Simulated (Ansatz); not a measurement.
## Electronic structure of C₃H₈BFSi in real space

```yaml
atoms:
  - { symbol: C, position_ang: [-1.3062, -1.1720, 1.5194] }
  - { symbol: B, position_ang: [-0.3870, -0.7172, 0.3631] }
  - { symbol: C, position_ang: [0.5513, -1.0609, -0.8019] }
  - { symbol: C, position_ang: [-0.0821, 0.3558, -0.7070] }
  - { symbol: F, position_ang: [-1.1123, 0.6479, -1.6307] }
  - { symbol: Si, position_ang: [1.0733, 1.8378, -0.5133] }
  - { symbol: H, position_ang: [-1.2356, -2.2391, 1.7791] }
  - { symbol: H, position_ang: [-2.3589, -0.9161, 1.3010] }
  - { symbol: H, position_ang: [-1.0515, -0.5802, 2.4203] }
  - { symbol: H, position_ang: [1.6443, -1.1180, -0.8124] }
  - { symbol: H, position_ang: [0.0904, -1.7583, -1.5192] }
  - { symbol: H, position_ang: [2.1368, 1.4941, 0.4840] }
  - { symbol: H, position_ang: [0.3066, 3.0270, -0.0306] }
  - { symbol: H, position_ang: [1.7180, 2.1699, -1.8229] }
```

These are results of RKS B3LYP/cc-pVDZ in Ansatz 0.2.0, not measurements.

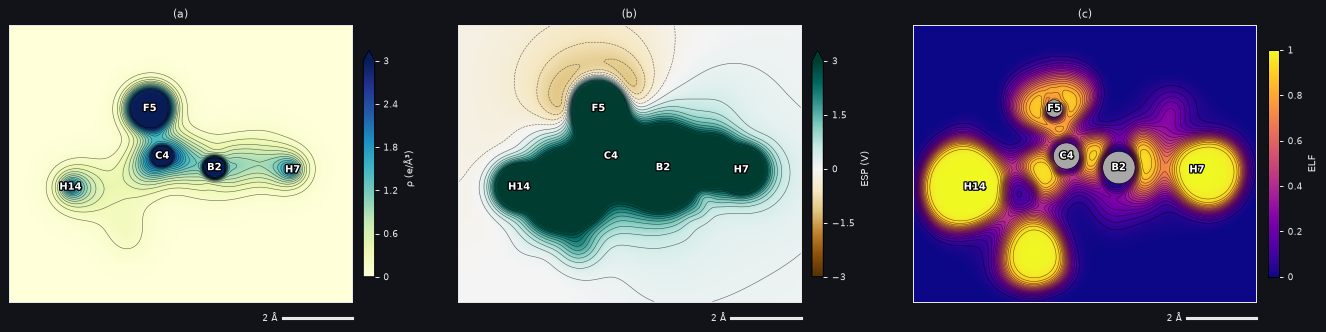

Figure 1. (a) total electron density; (b) molecular electrostatic potential; (c) ELF on the plane of atoms B2, C4 and F5. Grey discs cover the atomic cores in the ELF map.

Q: What does the map show?

A:
- The section cuts through B, C, F and H sites.
- C–F (1.41 Å): ρ is about 1.8 e/Å³ halfway, with its minimum of 1.4 e/Å³ about 0.5 Å from C; the ELF peaks at about 0.80 between the atoms, as expected for a shared but strongly polarised pair.
- C–B (1.55 Å): the density is about 1.4 e/Å³ at the midpoint; the ELF peaks at about 0.90 between the atoms: a covalent bond.
- The ELF also peaks beside F5, away from the bonds: lone-pair regions.
- Outside the dense part of the molecule the potential is most negative (−1.1 V) near F5.

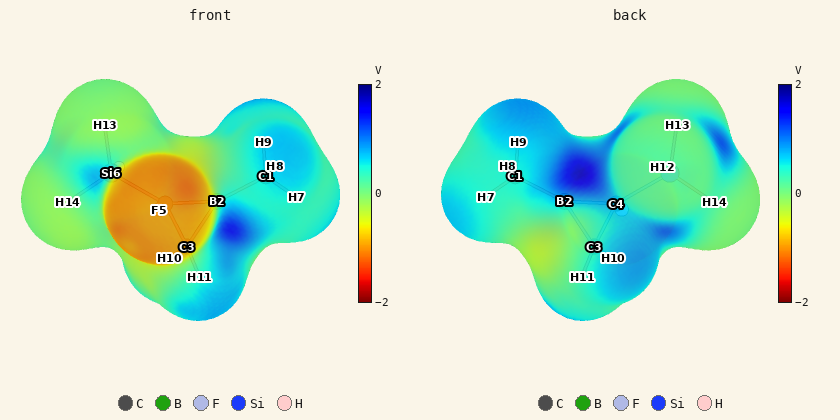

Figure 2. The molecular electrostatic potential painted on the density surface at 0.002 e/bohr³, seen from the front and from behind; red is negative and blue positive.

Q: Which sites attract a positive test charge, and which a negative one?

A: A positive charge is drawn to the negative regions and a negative charge to the positive ones. The most negative region (about −1.1 V) lies over F5, the most positive (about +1.6 V) over B2.

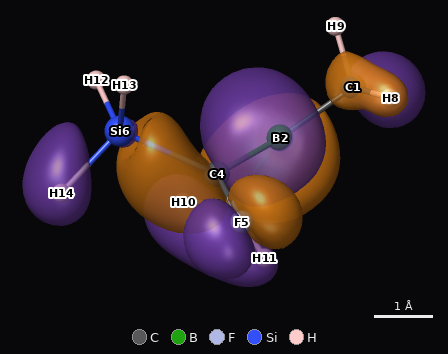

Figure 3. The HOMO at ±0.08 Å⁻³ᐟ² (orange and purple are the two phases), seen at a tilt.

Q: What is the character of this orbital?

A: It lies mainly on C4 (about 25 %), B2 (about 25 %), C3 (about 15 %), F5 (about 15 %) and Si6 (about 5 %). Its energy is −6.75 eV.

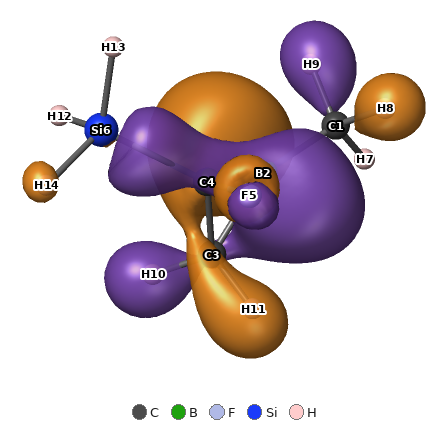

Figure 4. The LUMO at ±0.1 Å⁻³ᐟ² (orange and purple are the two phases), seen at a tilt.

Q: Where does this orbital lie, and at what energy?

A: Its weight (Hirshfeld) is mainly on B2 (about 45 %), C4 (about 10 %), C3 (about 10 %) and C1 (about 10 %). Its energy is −1.55 eV.
